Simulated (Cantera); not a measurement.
Feed: 1 mol Al(CH₃)₃, 18 mol N₂O, 9.5 mol H₂, at 10.0 mbar.

Cantera equilibrium calculation (NASA polynomials, part measured and part estimated; ideal gas, pure solids and liquids). Candidate condensed phases: Al, AlN, Al₂O₃, C, C₆H₆, C₇H₈, C₈H₁₈, H₂O; 148 gas species. The feed counts by its element totals alone. Equilibrium is a limit: real reactors are often held back by kinetics, nucleation or transport.

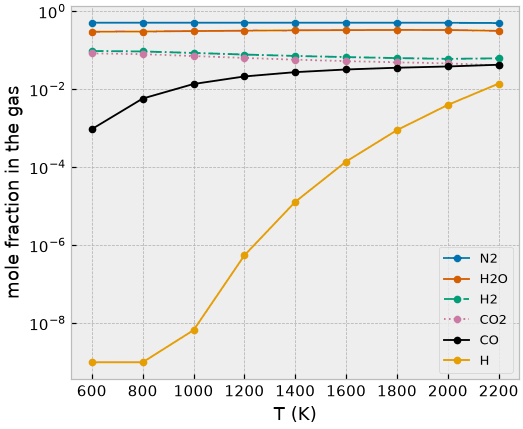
Figure: Equilibrium gas composition (values under 1e-9 drawn at 1e-9)

Task: Read off the mole fractions at 1000 K.

Result: N₂ about 0.51, H₂O about 0.31, H₂ about 0.086, CO₂ about 0.072, CO about 0.014.
